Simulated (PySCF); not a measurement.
## Electronic structure of C$_{5}$H$_{10}$FNSi$_{2}$ (SMILES N#C[C@H]([SiH3])[SiH2]/C=C\CF) in real space

```xyz
19

N    -1.1913   -2.9115    0.3895
C    -1.1151   -1.7792    0.5570
C    -1.0391   -0.3730    0.7344
Si   -2.6818    0.2684    1.4749
Si   -0.5739    0.4355   -0.9454
C     1.0048   -0.3642   -1.6010
C     2.2503   -0.1981   -1.1806
C     2.7033    0.6888   -0.0677
F     1.6585    1.2706    0.6088
H    -0.2398   -0.1666    1.4493
H    -3.7728   -0.0016    0.5407
H    -2.9231   -0.4143    2.7470
H    -2.5283    1.7066    1.6883
H    -0.4772    1.8827   -0.7709
H    -1.6284    0.1158   -1.9169
H     0.8611   -1.0541   -2.4221
H     3.0797   -0.7222   -1.6423
H     3.2781    0.1175    0.6721
H     3.3252    1.5082   -0.4509
```

Geometry: GFN2-xTB.

Method: PBE0/pcSseg-1, SCF density, gas phase, non-relativistic (PySCF).

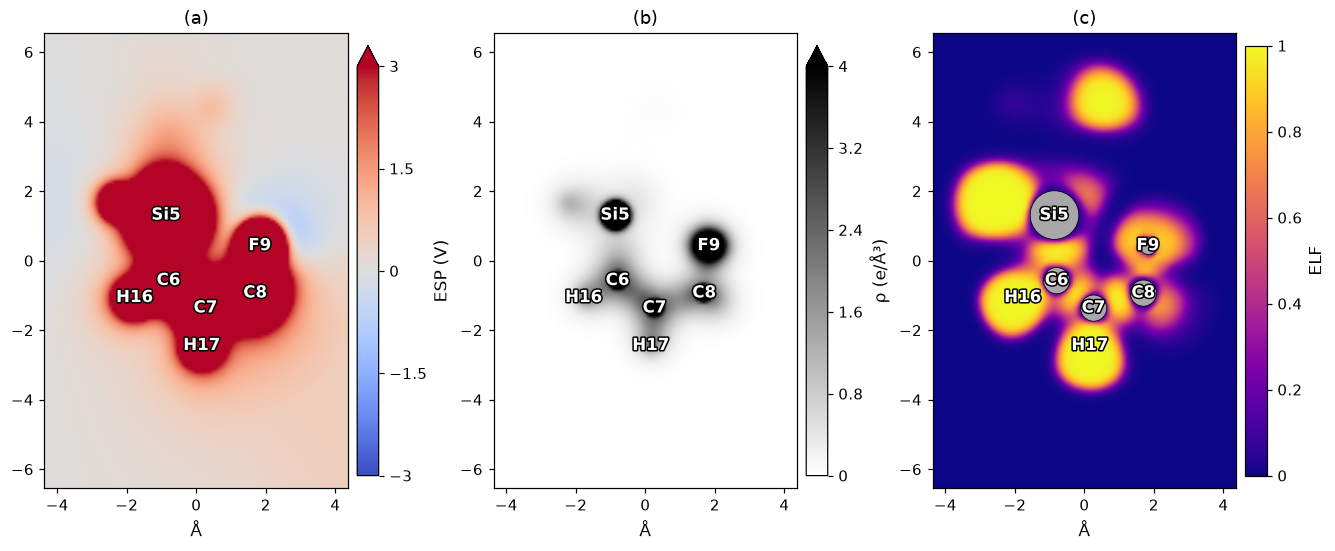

Figure 1. (a) electrostatic potential; (b) total electron density; (c) electron localisation function on the plane of atoms C6, C7 and H17. Grey discs cover the atomic cores in the ELF map.

**What does the map show?**

The plane passes through Si, C, F and H nuclei.
C–C (1.33 Å): the density is about 2.3 e/Å³ at the midpoint; the ELF peaks at about 0.90 between the atoms; a short, multiple covalent bond.
C–F (1.37 Å): the density is about 2.1 e/Å³ at the midpoint, with its minimum of 1.6 e/Å³ about 0.5 Å from C; the ELF peaks at about 0.80 between the atoms (a shared but strongly polarised pair).
C–Si (1.89 Å): ρ at the midpoint is about 0.93 e/Å³; the ELF peaks at about 0.95 between the atoms; localised, covalent bonding.
C–H (1.08 Å): ρ is about 2 e/Å³ halfway; the ELF climbs to about 1 towards the hydrogen, as it does in any bond to H (a covalent bond by its length).
C–C (1.49 Å): the density is about 1.8 e/Å³ at the midpoint; the ELF peaks at about 0.95 between the atoms (a shared electron pair).
The ELF also peaks beside F9, away from the bonds: lone-pair regions.
Outside the dense part of the molecule the potential is most negative (−0.7 V) near F9.

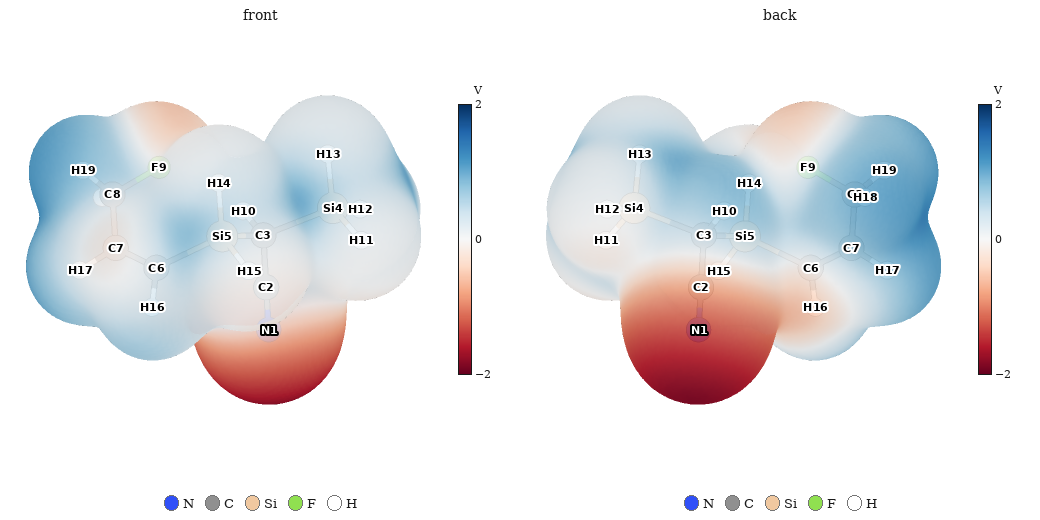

Figure 2. The electrostatic potential painted on the density surface at 0.001 e/bohr³, seen from the front and from behind; red is negative and blue positive.

**Describe the electrostatic potential map.**

The most negative region (about −1.9 V) lies over N1, the most positive (about +1.3 V) over C8. N1 is the likeliest acceptor of a hydrogen bond.

**What dipole moment does the calculation give?**

Its dipole moment is 4.40 D.
